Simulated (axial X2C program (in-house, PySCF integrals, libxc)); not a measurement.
# WGa: properties at the nuclei

Wanted for WGa: properties at the nuclei, at the two-component level.

The runs use an in-house X2C program for linear molecules on PySCF integrals; two-component X2C with atomic mean-field terms, W dyall-cv3z, Ga dyall-cv3z.

All values are calculated.

### 1 Input

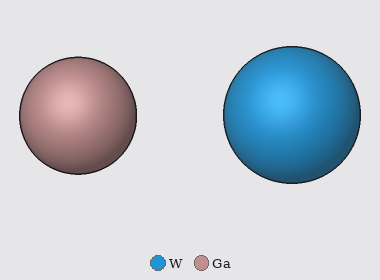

The two atoms at 2.610 Å (tungsten blue, gallium pink).

Contents of task.json:

```json
{"zs": [74, 31], "q": 0, "bas": ["dyall-cv3z", "dyall-cv3z"], "r0": 2.61, "levels": ["PBE0", "HF", "PBE", "BHandHLYP", "BP86"], "nst": 3}
```

Keys: zs atomic numbers; q charge; bas basis sets; r0 starting distance in Å; levels methods (HF also brings MP2); nst determinants followed.

On the command line:

```sh
python soeom.py task.json out
```

Nuclei are Gaussian, cores are contracted, and the Gaunt term is on.

### 2 Expectation values, lowest determinant

R = 2.625 Å. State: Ω = 5/2 (excess of +ω over −ω: ω = 5/2).

Output of the PBE0 run:

```text
two-component X2C + atomic mean field  PBE0
basis functions 293  fitting functions 1517  grid points 5800
iter        total energy     max residual
   1     -18084.803522827     1.48e+01
   2     -18085.324047409     5.76e-03
   3     -18085.323624297     6.10e-03
   4     -18085.324593128     9.33e-04
   5     -18085.324571839     1.06e-03
   6     -18085.324621630     3.19e-04
   7     -18085.324623191     8.32e-05
   8     -18085.324623408     8.82e-06
   9     -18085.324623430     9.64e-06
  10     -18085.324623447     6.74e-06
  11     -18085.324623458     3.99e-06
  12     -18085.324623463     1.94e-06
  13     -18085.324623465     1.30e-06
converged
one-electron -25768.65636676  Coulomb 7639.90239048  exact exchange -99.44054715  xc functional -304.92919154  nuclear repulsion 462.45048451  atomic mean-field constant -14.65139301
```

The highest occupied spinor is 52% Ga p, 33% W s, 5% W d.

```tsv
level	Eeff magnitude (GV/cm)	Ws magnitude W (kHz)	A∥/gI W (MHz)	qzz W (a.u.)	A∥/gI Ga (MHz)	qzz Ga (a.u.)	μ (D)
PBE0	12.4	3.99	569	0.05	-29.2	-2.72	-0.31
HF	34.8	13.2	1120	-1.82	-52	-3.45	-0.70
PBE	8.4	2.47	510	0.03	-31.3	-2.43	0.06
BHandHLYP	0.948	0.735	196	0.46	-26.4	-2.66	0.01
BP86	7.53	2.11	558	0.11	-32.2	-2.39	0.17
```

Eeff is the effective electric field on the electron dipole moment in this Ω state and Ws the scalar–pseudoscalar constant (defined with the proton number Z and per Ω); A∥ is the parallel hyperfine constant, which follows by multiplying with the nuclear g factor gI = μI/(I μN); qzz is the electric field gradient, eQq0 = 234.96 MHz × Q/barn × qzz; μ is positive if Ga is the positive end. The operators were transformed with the bare-nucleus X2C matrices.

### 3 Expectation values, a higher determinant

R = 2.625 Å. State: Ω = 7/2 (excess of +ω over −ω: 2 × ω = 1/2, ω = 5/2), 0.79 eV above the lowest in the PBE0 search for states (made at or near this distance, with looser thresholds).

Output of the PBE0 run:

```text
two-component X2C + atomic mean field  PBE0
basis functions 293  fitting functions 1517  grid points 5800
iter        total energy     max residual
   1     -18084.855058244     1.44e+01
   2     -18085.294831411     5.21e-03
   3     -18085.294617435     5.31e-03
   4     -18085.295167622     8.27e-04
   5     -18085.295174120     5.75e-04
   6     -18085.295180883     2.14e-04
   7     -18085.295182651     5.82e-05
   8     -18085.295182753     1.43e-05
   9     -18085.295182803     1.11e-05
  10     -18085.295182816     5.69e-06
  11     -18085.295182818     2.08e-06
converged
one-electron -25768.99910188  Coulomb 7640.30793529  exact exchange -99.45423588  xc functional -304.94887184  nuclear repulsion 462.45048451  atomic mean-field constant -14.65139301
```

The highest occupied spinor is 61% Ga p, 26% W d, 8% W p.

```tsv
level	Eeff magnitude (GV/cm)	Ws magnitude W (kHz)	A∥/gI W (MHz)	qzz W (a.u.)	A∥/gI Ga (MHz)	qzz Ga (a.u.)	μ (D)
PBE0	4	1.37	1880	0.08	172	0.05	-1.23
HF	3.86	0.981	1440	-0.18	135	-0.06	-2.31
PBE	7.07	2.23	1970	0.03	167	0.00	-0.86
BHandHLYP	1.95	0.719	1840	0.08	169	-0.05	-1.45
BP86	7.62	2.35	2010	0.06	167	-0.01	-0.80
```

### 4 Expectation values, a higher determinant

R = 2.625 Å. State: Ω = 3/2 (excess of +ω over −ω: ω = 1/2, ω = -3/2, ω = 5/2), 0.91 eV above the lowest in the PBE0 search for states (made at or near this distance, with looser thresholds).

Output of the PBE0 run:

```text
two-component X2C + atomic mean field  PBE0
basis functions 293  fitting functions 1517  grid points 5800
iter        total energy     max residual
   1     -18084.850800098     1.44e+01
   2     -18085.290601983     5.21e-03
   3     -18085.290400700     5.31e-03
   4     -18085.290939992     8.08e-04
   5     -18085.290946519     5.54e-04
   6     -18085.290951878     2.06e-04
   7     -18085.290953471     5.70e-05
   8     -18085.290953560     1.33e-05
   9     -18085.290953600     1.03e-05
  10     -18085.290953610     4.97e-06
  11     -18085.290953611     1.86e-06
converged
one-electron -25768.82515717  Coulomb 7640.13871279  exact exchange -99.45498357  xc functional -304.94861716  nuclear repulsion 462.45048451  atomic mean-field constant -14.65139301
```

The highest occupied spinor is 62% Ga p, 25% W d, 8% W p.

```tsv
level	Eeff magnitude (GV/cm)	Ws magnitude W (kHz)	A∥/gI W (MHz)	qzz W (a.u.)	A∥/gI Ga (MHz)	qzz Ga (a.u.)	μ (D)
PBE0	4.94	3.72	4240	0.10	41.4	0.04	-1.34
HF	3.58	2.01	3290	-0.21	-48.3	-0.11	-2.40
PBE	8.08	5.74	4350	0.12	69.7	0.02	-0.97
BHandHLYP	3.03	2.3	4160	0.10	27.5	-0.06	-1.55
BP86	8.64	6.03	4450	0.17	71.6	0.02	-0.91
```

### 5 Outcome

| quantity | value |
| --- | --- |
| lowest determinant | Ω = 5/2 (excess of +ω over −ω: ω = 5/2) |
| Eeff magnitude (GV/cm), PBE0 | 12.4 |
| Ws magnitude W (kHz), PBE0 | 3.99 |
| A∥/gI W (MHz), PBE0 | 569 |
| qzz W (a.u.), PBE0 | 0.05 |
| higher determinant | Ω = 7/2 (excess of +ω over −ω: 2 × ω = 1/2, ω = 5/2) |
| Eeff magnitude (GV/cm), PBE0, higher determinant | 4 |
| Ws magnitude W (kHz), PBE0, higher determinant | 1.37 |
| A∥/gI W (MHz), PBE0, higher determinant | 1880 |
| qzz W (a.u.), PBE0, higher determinant | 0.08 |
| higher determinant | Ω = 3/2 (excess of +ω over −ω: ω = 1/2, ω = -3/2, ω = 5/2) |
| Eeff magnitude (GV/cm), PBE0, higher determinant | 4.94 |
| Ws magnitude W (kHz), PBE0, higher determinant | 3.72 |
| A∥/gI W (MHz), PBE0, higher determinant | 4240 |
| qzz W (a.u.), PBE0, higher determinant | 0.10 |

In words: In the first state, the effective field runs from 0.948 to 34.8 GV/cm over the mean-field levels, so the levels don't agree on it. The expectation values come from single determinants, which for open shells can mix terms of unlike spin or miss the lowest Ω, so a determinant need not be a state. Eeff is the effective electric field on the electron dipole moment in this Ω state and Ws the scalar–pseudoscalar constant (defined with the proton number Z and per Ω); A∥ is the parallel hyperfine constant, which follows by multiplying with the nuclear g factor gI = μI/(I μN); qzz is the electric field gradient, eQq0 = 234.96 MHz × Q/barn × qzz; μ is positive if Ga is the positive end. The operators were transformed with the bare-nucleus X2C matrices.
